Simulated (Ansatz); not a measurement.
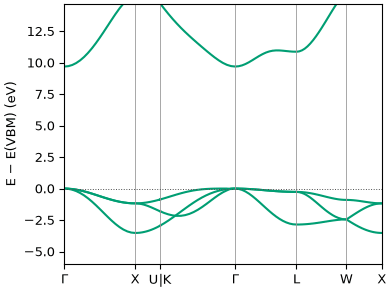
Figure. Band structure from LDA (plane waves, PAW; program Ansatz)

**Question.** Read off the gap and where the band edges lie.

**Answer.** About 9.7 eV (9.69 eV by a search for the band edges); maximum on the K–Γ line, 82 % of the way from K, minimum at Γ.

The material is LiF (rock salt, Fm-3m).

The LDA relaxation kept the symmetry of its start; phonons on a q-mesh show no instability.

Potentials: the later of the program's two PAW sets.
